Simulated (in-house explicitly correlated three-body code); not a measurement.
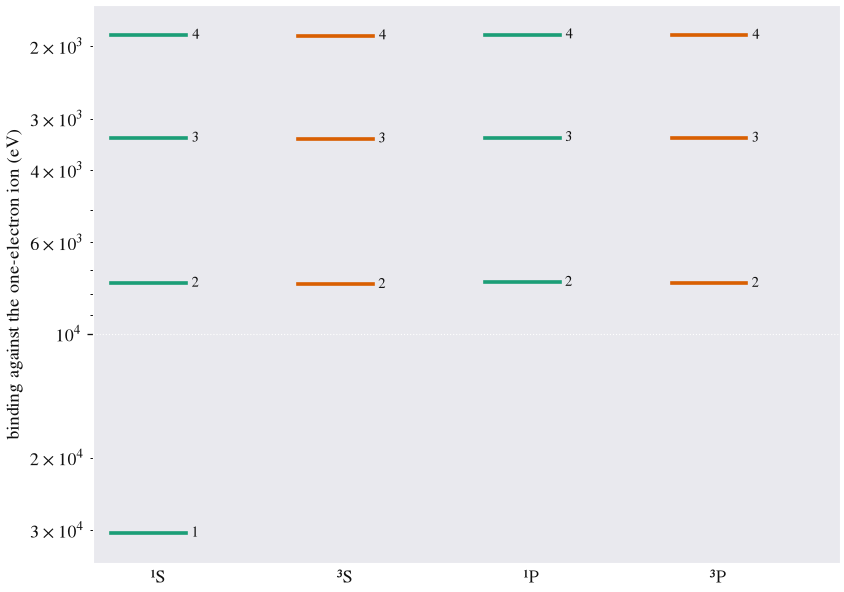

Two electrons around a point charge Z = 48 (Cd⁴⁶⁺). Computed variationally in 260 exponentially correlated functions with an in-house code, non-relativistic, converged to about 10⁻⁸ of the energy. The plot shows the bound S and P states that converged, by term and principal number n, on a logarithmic scale of binding.

How do singlets and triplets lie?

Answer. The ground state is bound by 30.54 keV. The n = 2 states drawn run, from the deepest, 2 ³S (7593 eV), 2 ³P (7544 eV), 2 ¹S (7537 eV), 2 ¹P (7502 eV). Exchange puts 2 ³S below 2 ¹S by 55.5 eV and 2 ³P below 2 ¹P by 42.3 eV. Quantum defects n − (Z − 1)/√(2 E(binding)): 2 ³S 0.010, 2 ³P 0.004, 2 ¹S 0.003, 2 ¹P −0.002.
